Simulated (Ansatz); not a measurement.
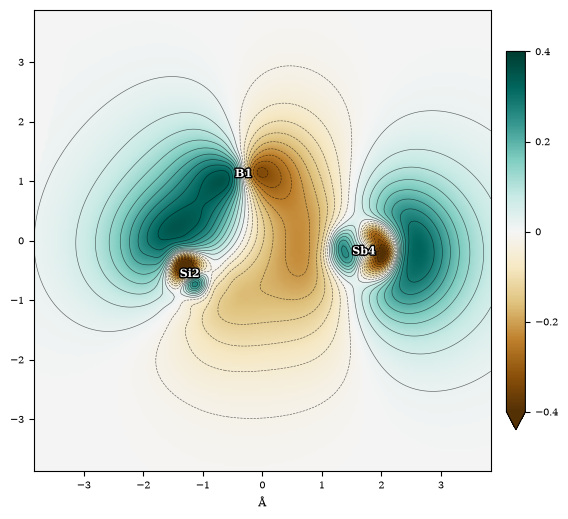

*BFH₅SbSi. The HOMO on the plane of atoms Si2, B1 and Sb4 (values in Å⁻³ᐟ²; the overall sign is arbitrary).*

Core potentials replace the inner electrons of Sb.

Method: Ansatz, RKS PBE-D4/def2-mTZVP.

```xyz
9

B    -0.6301    0.5054    0.1325
Si    1.1895    0.9883   -0.1546
F     2.2725    1.2170    1.0350
Sb    0.1204   -1.7681   -0.1098
H    -1.3432    0.6313   -0.8299
H    -1.0648    0.5852    1.2490
H     1.9861    1.0143   -1.4218
H     0.7497   -1.6919   -1.7259
H     1.7460   -1.6877    0.5151
```

> Describe this orbital and give its energy.

By Hirshfeld shares it lies mainly on Sb4 (about 45 %), Si2 (about 25 %) and B1 (about 20 %). Its energy is −6.19 eV.
